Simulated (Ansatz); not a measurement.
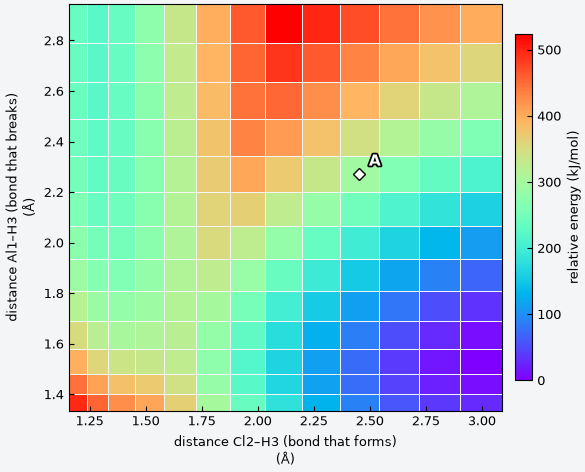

The reacting system AlClH2O (fragments AlClH₂O where the first distance is long, AlHO + ClH where the second is long). The first coordinate is: distance Cl2–H3 (bond that forms); the second: distance Al1–H3 (bond that breaks). Relaxed at each point: all other coordinates. The scan uses a 13 × 13 grid. Points are written as (first, second). Energies are in kJ/mol, from the lowest grid point. Energies and slopes of some neighbouring points disagree (a jump in structure or state, or too coarse a mesh). The reference is spin-restricted, so regions where a bond is pulled apart into radicals lie too high. Theory: Ansatz 0.2.0, RKS BHLYP-D4/def2-SVP.

The picture shows one coloured cell a grid point, the point A.

**Which way does the force act at A, and how strong is it?**

A, at (2.453 Å, 2.272 Å), is not a stationary point. The computed force is 200 kJ/mol for each Å towards larger values of the first coordinate and 350 kJ/mol for each Å towards smaller values of the second coordinate.
